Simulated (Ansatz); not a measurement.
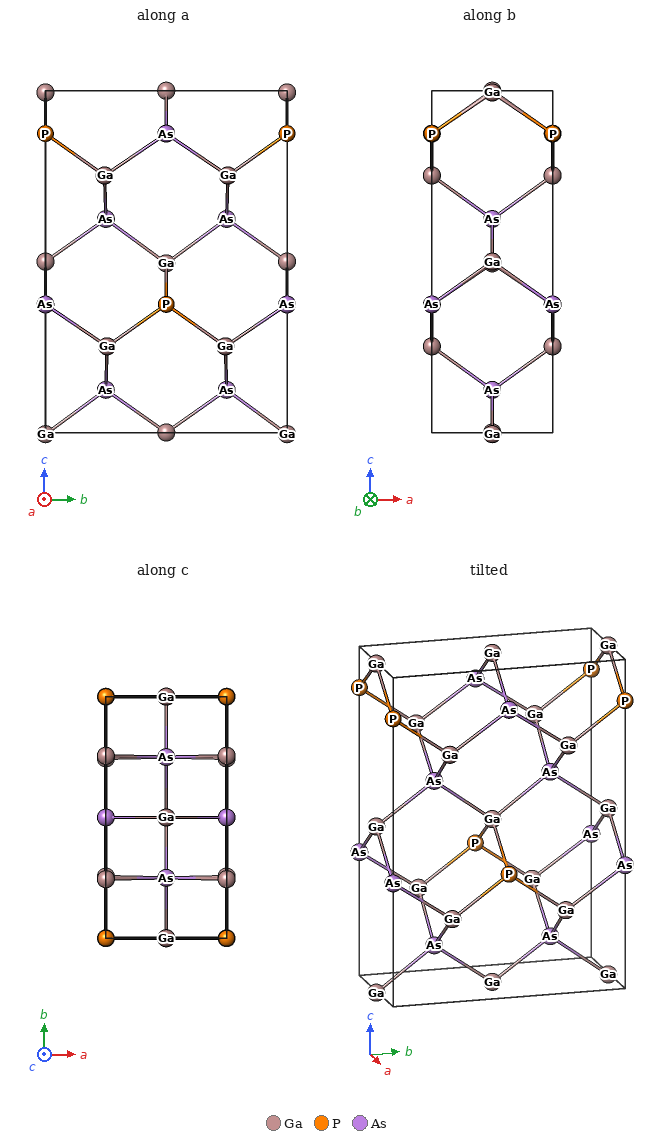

View along the a axis, along the b axis, along the c axis and slightly off an axis, drawn as a ball-and-stick model. The frame is the conventional unit cell; atoms at its boundary are shown with their periodic copies.

Lattice parameters: a = 4.0189 Å, b = 8.0394 Å, c = 11.3707 Å, α = 90.000°, β = 90.000°, γ = 90.000°.

Q: Express the structure as a CIF in P1 with every atom of the cell, with free fractional coordinates to two decimals.

A:
```cif
data_structure
_symmetry_space_group_name_H-M 'P 1'
_symmetry_Int_Tables_number 1
_cell_length_a 4.0189
_cell_length_b 8.0394
_cell_length_c 11.3707
_cell_angle_alpha 90.000
_cell_angle_beta 90.000
_cell_angle_gamma 90.000
_cell_volume 367.38
loop_
_atom_site_label
_atom_site_type_symbol
_atom_site_fract_x
_atom_site_fract_y
_atom_site_fract_z
_atom_site_occupancy
Ga1 Ga 0.00 0.26 0.25 1
Ga2 Ga 0.50 0.50 0.50 1
Ga3 Ga 0.50 0.50 0.00 1
Ga4 Ga 0.00 0.74 0.25 1
P1 P 0.00 0.50 0.3750 1
As1 As 0.50 0.25 0.1250 1
As2 As 0.00 0.50 0.87 1
As3 As 0.50 0.75 0.1250 1
Ga5 Ga 0.00 0.76 0.75 1
Ga6 Ga 0.50 0.00 0.00 1
Ga7 Ga 0.50 0.00 0.50 1
Ga8 Ga 0.00 0.24 0.75 1
P2 P 0.00 0.00 0.8750 1
As4 As 0.50 0.75 0.6250 1
As5 As 0.00 0.00 0.37 1
As6 As 0.50 0.25 0.6250 1
```

It goes back to a structure type filled with these elements by a generator (whether the compound takes this form wasn't checked). The geometry was optimised with DFT PBE, scalar-relativistic, plane waves, PAW in Ansatz.
